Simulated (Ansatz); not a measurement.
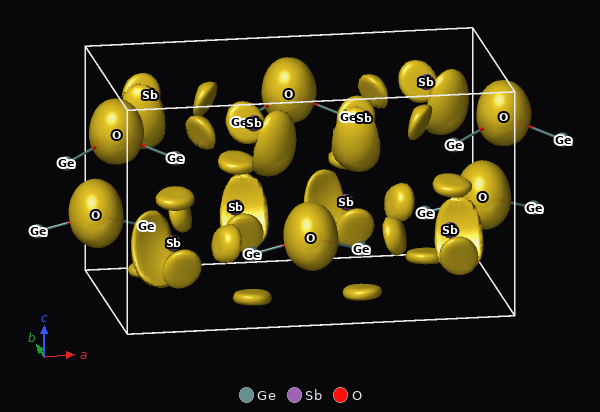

*Ge$_{2}$Sb$_{2}$O. Isosurface of the electron localisation function at 0.65 (yellow), seen slightly off an axis. Core shells and regions of very low density are left out. Sticks mark near contacts.*

Space group Cmc2₁; a generated structure, not necessarily the stable one.

Computed with DFT PBE, scalar-relativistic, plane waves, PAW in Ansatz 0.2.0.

In a PAW calculation such maps are meaningful between the atoms, not at the nuclei.

Input

```
crystal:
  lattice:
    - [5.7288689733, -3.518709939, 0.0]
    - [5.7288689733, 3.518709939, 0.0]
    - [0.0, 0.0, 6.7707868844]
  atoms:
    - { symbol: Ge, position: [0.9835708796, 0.2969616713, 0.7705129433] }
    - { symbol: Ge, position: [0.7030383287, 0.0164291204, 0.7705129433] }
    - { symbol: Ge, position: [0.2969616713, 0.9835708796, 0.2705129433] }
    - { symbol: Ge, position: [0.0164291204, 0.7030383287, 0.2705129433] }
    - { symbol: Sb, position: [0.3598108568, 0.9257580695, 0.6683681085] }
    - { symbol: Sb, position: [0.0742419305, 0.6401891432, 0.6683681085] }
    - { symbol: Sb, position: [0.6401891432, 0.0742419305, 0.1683681085] }
    - { symbol: Sb, position: [0.9257580695, 0.3598108568, 0.1683681085] }
    - { symbol: O, position: [0.747649344, 0.252350656, 0.6826378964] }
    - { symbol: O, position: [0.252350656, 0.747649344, 0.1826378964] }
basis:
  ecutwfc: 420
kpoints:
  mp_grid: { grid: [6, 6, 6] }
  band_path:
    path:
      - [[0.0, 0.0, 0.0], [0.5, 0.5, 0.0], [0.65568752, 0.34431248, 0.0]]
      - [[0.34431248, -0.34431248, 0.0], [0.0, 0.0, 0.0], [0.0, 0.0, -0.5], [0.34431248, -0.34431248, -0.5]]
      - [[0.65568752, 0.34431248, -0.5], [0.5, 0.5, -0.5], [0.5, 0.5, 0.0]]
      - [[0.0, 0.0, 0.0], [0.5, 0.0, 0.0], [0.5, 0.0, -0.5], [0.0, 0.0, -0.5], [0.5, 0.5, -0.5]]
    npoints: 14
hamiltonian:
  xc: pbe
scf:
  occupations: { method: gaussian, width: 0.01 }
  n_extra_bands: 25
output:
  forces: true
  stress: true
  eigenvalues: true
  populations: true
  dos: { projected: true, de: 0.02, nscf_kmesh: { grid: [8, 8, 8] } }
  bader: true
  write_density: true
  write_potential: true
  elf: true
  volumetric_format: npy
```

Command:

```sh
ansatz run input.yaml --threads 1 --pin off --max-ram 2560MiB --backend cpu --events-out ev --progress --plain --runs-dir out
```

Below, planes, directions and counts refer to the conventional cell (a = 11.46 Å, b = 7.04 Å, c = 6.77 Å, α = 90.00°, β = 90.00°, γ = 90.00°).

**Describe the localisation domains.**

The ELF exceeds this value in 16 regions between bonded Ge–Sb atoms (shared pairs), eight regions wrapped around Ge (the valence shell of each), four regions wrapped around O (the valence shell of each) and eight pockets between the atoms, centred on no nucleus (multi-centre or interstitial), counted in one cell of 20 atoms. Regions shared between cells count once.

Values along the shortest contacts:
Ge–O (1.84 Å): the ELF peaks at about 0.80 in the valence shell of O, 0.6 Å from its nucleus, and is about 0.45 at the midpoint. Ge–Sb (2.72 Å): the ELF peaks at about 0.75 between the atoms: a covalent bond.

**How much charge does the calculation move between the atoms?**

Electrons move from Ge towards O. Bader charges: Ge +0.52, Sb +0.07 and O −1.17 e.
